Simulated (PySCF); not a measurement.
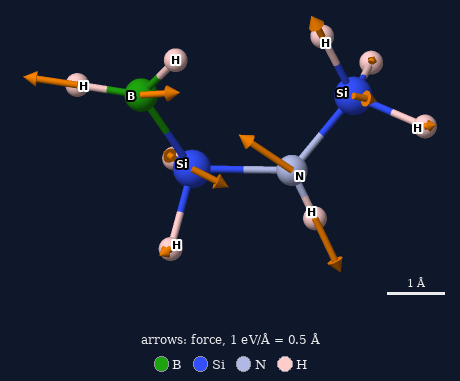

Starting geometry of BSi$_{2}$NH$_{8}$ with the computed forces as orange arrows. A ball-and-stick model, seen at a tilt.

The start comes from GFN2-xTB. Its atoms were then displaced at random by about 0.01 Å.

These are results of PBE0-D3(BJ)/def2-SVP geometry optimisation, gas phase (PySCF 2.14.0, density-fitted response routines), not measurements. 

Q: What follows when this structure is relaxed?

A: It isn't relaxed: the largest force vector, on the N atom, is 2.35 eV/Å. The final displacements have little in common with the starting forces (cosine between the two patterns 0.06). An H atom moves most after the best rigid fit: 0.59 Å. Largest moves by element: H 0.59 Å, N 0.19 Å, B 0.15 Å, Si 0.06 Å. Some distances before and after: B–H 1.139 → 1.210 Å, B–Si 1.957 → 2.009 Å, H–Si 1.443 → 1.493 Å, H–N 0.974 → 1.017 Å. Bond angles that change, for instance: B–Si–H 113.0° → 106.7°, N–Si–H 106.4° → 111.9°, B–Si–H 113.8° → 108.7°. Groups turn about N–Si by about 30°. Over 13 geometry steps the energy falls by 26.1 kJ/mol.
